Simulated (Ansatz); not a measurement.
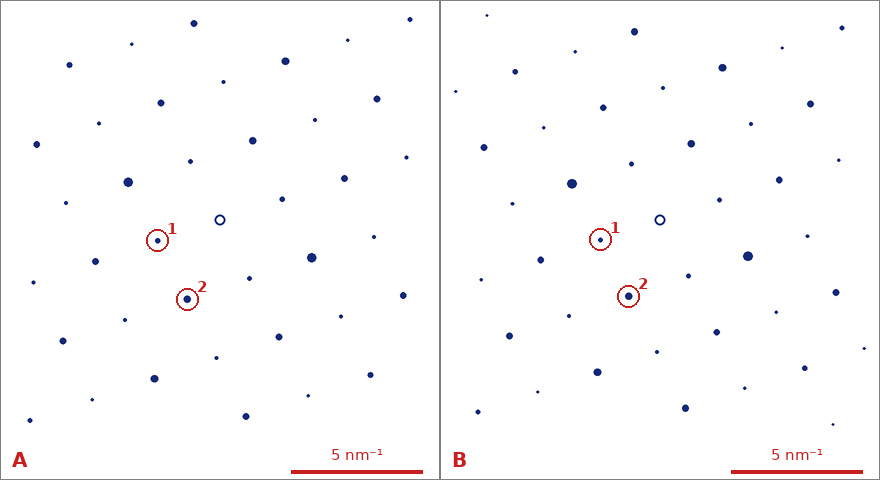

Kinematic electron diffraction patterns (120 kV, B = 0.5 Å², same scale) along [111] of the run's own cell, for the start and the end of one relaxation of CaTl2H2 with Ansatz, DFT PBE, scalar-relativistic, plane waves, PAW. k mesh 12×12×12. The start is a generated model structure, and the relaxation ends in the nearest stationary point of its symmetry, not necessarily the ground state. Spot 1 is 0 -1 1 and spot 2 is 1 -1 0 in both.

Start structure:

```
Ca Tl H
1.0
    -2.14917    2.14917    5.28032
     2.14917   -2.14917    5.28032
     2.14917    2.14917   -5.28032
Ca Tl H
1 2 2
Direct
  0.00000 0.00000 0.00000
  0.75000 0.25000 0.50000
  0.25000 0.75000 0.50000
  0.38800 0.38800 0.00000
  0.61200 0.61200 0.00000
```

### Which pattern belongs to the start structure, and which to the relaxed one?

A is the start: its cell gives d(1) = 3.981 Å, d(2) = 3.039 Å and an angle of 49.1°. B is the relaxed structure, with d(1) = 4.154 Å (+4.3 %), d(2) = 3.176 Å (+4.5 %) and 49.1°.

### Summarise the relaxation behind the change.

The volume changed by +13.1 % to 22.06 Å³ an atom; with the mean shift removed, the atoms moved by up to 0.84 Å relative to the cell (H most); the space group stayed I4/mmm (No. 139); the free energy fell by 380 meV an atom. Relaxed cell: a = 6.324 Å, b = 6.324 Å, c = 6.324 Å, α = 138.40°, β = 138.40°, γ = 60.29°.
